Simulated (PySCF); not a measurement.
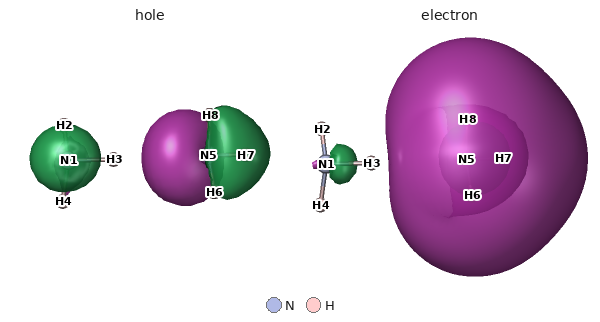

H6N2, SMILES `N.N`. Leading natural transition orbital pair of S₃ (TDA singlet states); the surfaces enclose about 78 % of each orbital's density.

Level of theory: B3LYP/def2-SVP (PySCF), at a geometry from GFN2-xTB. The pair's geometry is semi-empirical, so its contact may be too short or too long. Without diffuse functions Rydberg states are missing, so the states' numbers hold for this basis only.

The calculation's input:

```python
import numpy as np
from pyscf import gto, scf, dft, tdscf
from pyscf.scf import atom_ks, atom_hf
from scipy.linalg import block_diag

def solve(mol, dm0=None, hcore=None):
    mf = (dft.UKS if mol.spin else dft.RKS)(mol, xc='b3lyp')
    mf.grids.level = 3
    mf = mf.density_fit(auxbasis='def2-universal-jkfit')
    mf.conv_tol, mf.max_cycle = 1e-8, 80
    if hcore is not None:
        mf.get_hcore = lambda *args: hcore
    mf.kernel(dm0)
    if not mf.converged:
        mf = mf.newton().run(mf.mo_coeff, mf.mo_occ, max_cycle=30)
    assert mf.converged, 'SCF not converged'
    return mf

mol = gto.M(atom='''
N      1.62440     0.00112     0.10951
H      1.90105    -0.82639    -0.40617
H      0.60631     0.02171     0.11588
H      1.93508     0.80263    -0.42751
N     -1.47383     0.00125    -0.02707
H     -1.76712     0.85217     0.43756
H     -2.01890    -0.09153    -0.87567
H     -1.71038    -0.77522     0.57880
''', basis='def2-svp', charge=0, spin=0, verbose=4)
mf = solve(mol)
td = mf.TDA()
td.nstates, td.singlet, td.conv_tol = 5, True, 1e-5
td.kernel()
td.analyze()
x, y = np.array([p[0] for p in td.xy]), np.array([p[1] + 0 * p[0] for p in td.xy])
f, mu = td.oscillator_strength(), td.transition_dipole()
nto = [td.get_nto(state=i + 1, verbose=4) for i in range(len(td.e))]
# spherically averaged free atoms, for the promolecule
atm = atom_ks.get_atm_nrks(mol, xc='b3lyp')
pro = block_diag(*[(atm[a[0]][2] * atm[a[0]][3]) @ atm[a[0]][2].T for a in mol._atom])
np.savez('result.npz', e=td.e, f=f, ok=td.converged, w=[n[0] for n in nto], nto=[n[1] for n in nto], x=x, y=y, c=mf.mo_coeff, occ=mf.mo_occ, eps=mf.mo_energy, pro=pro, mu=mu)
```

Command:

```sh
OMP_NUM_THREADS=1 python input.py
```

The run took 24 s on 1 thread of Arm Neoverse V2 (shared host), peak memory 0.36 GiB.

> Where does the state lie, and where do hole and electron sit?

7.28 eV (170 nm), f = 0.057, partly diffuse acceptor orbital, which a basis without diffuse functions describes poorly; the leading pair carries 82 %; hole on N5 (54 %) and N1 (24 %), electron on H7 (21 %), H6 and H8 (19 % each) and N5 (19 %) (atom shares of so diffuse an orbital are rough) (shares are of the whole state, not of the leading pair alone); their centroids lie 0.8 Å apart. In canonical orbitals it is mainly HOMO−1 → LUMO (79 %). The HOMO–LUMO gap is 6.87 eV.
